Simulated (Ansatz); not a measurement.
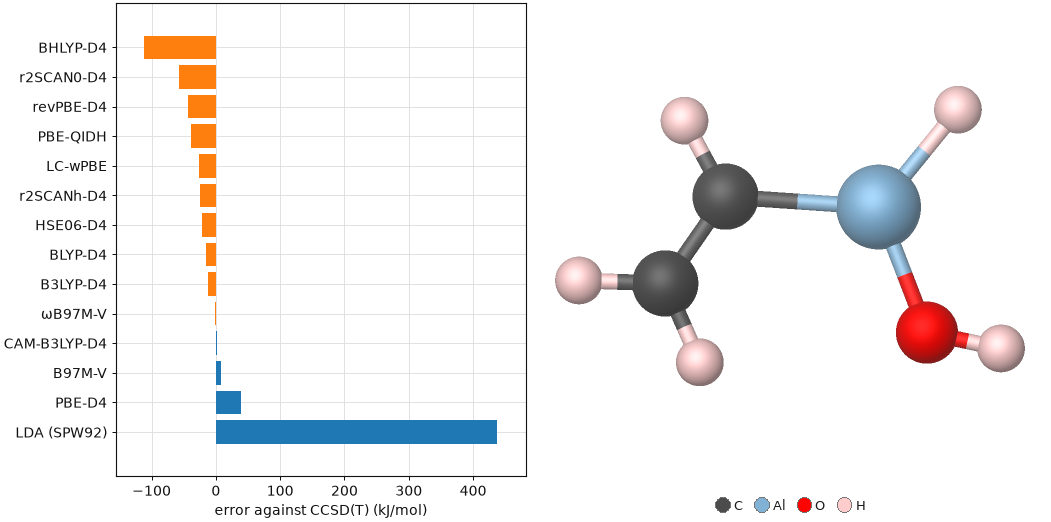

Error in the electronic atomisation energy (method less reference, so positive means overbinding) of C₂H₅AlO, SMILES C=[CH][AlH][OH], singlet: functionals in def2-TZVPP against frozen-core CCSD(T) at the limit (MP2 extrapolated from triple and quadruple zeta, plus CCSD(T) less MP2 in a smaller set), which gives 3426.7 kJ/mol, at a PBE0-D4/def2-TZVP geometry (a minimum by its frequencies), no zero-point or spin-orbit term, the Ansatz code 0.2.0. The reference leaves out core correlation, a term that grows with the number of heavy atoms. PBE-QIDH holds a correlation term that converges slowly with the basis, so part of the distance to the limit is basis error. No dispersion term is added to PBE-QIDH and LC-wPBE.

> What range do the values span?

From −111.5 kJ/mol (BHLYP-D4) to 437.8 kJ/mol (LDA (SPW92)).

> Give the values.

```
       level  kJ/mol
    BHLYP-D4  −111.5
  r2SCAN0-D4   −58.1
   revPBE-D4   −43.2
    PBE-QIDH   −39.0
     LC-wPBE   −26.4
  r2SCANh-D4   −24.4
    HSE06-D4   −21.0
     BLYP-D4   −14.6
    B3LYP-D4   −12.8
     ωB97M-V    −1.1
CAM-B3LYP-D4     2.5
      B97M-V     7.4
      PBE-D4    38.6
 LDA (SPW92)   437.8
```

Limits of at least one run: one conformer of a flexible molecule.
